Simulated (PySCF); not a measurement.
C₇H₅NS₂, SMILES c1csc(-c2nccs2)c1, singlet at its GFN2-xTB optimised geometry (Å):

```
15

C     -0.2151    -2.9779     0.0000
C      1.1464    -2.9779     0.0000
S      1.8059    -1.3935     0.0000
C      0.2123    -0.7050     0.0007
C      0.0425     0.7084     0.0012
N      0.9996     1.5749     0.0013
C      0.5442     2.8417     0.0017
C     -0.8089     2.9769     0.0019
S     -1.5687     1.4349     0.0012
C     -0.7534    -1.6803     0.0004
H     -0.8121    -3.8720    -0.0003
H      1.8063    -3.8226    -0.0004
H      1.2534     3.6494     0.0018
H     -1.3964     3.8720     0.0022
H     -1.8063    -1.4606     0.0005
```

Calculation: CAM-B3LYP/def2-TZVP run with PySCF.

Map of the LUMO amplitude (bohr^(-3/2)) on the plane z = 0.8 Å; orbital energy -0.69 eV, overall sign arbitrary:

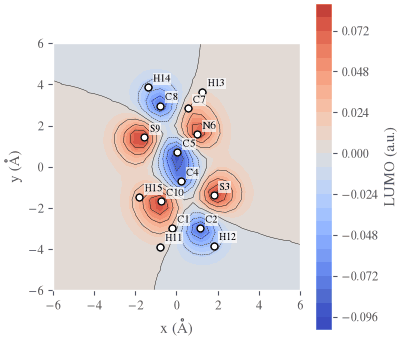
Fig. 1. LUMO amplitude (bohr^(-3/2)) on the plane z = 0.8 Å.
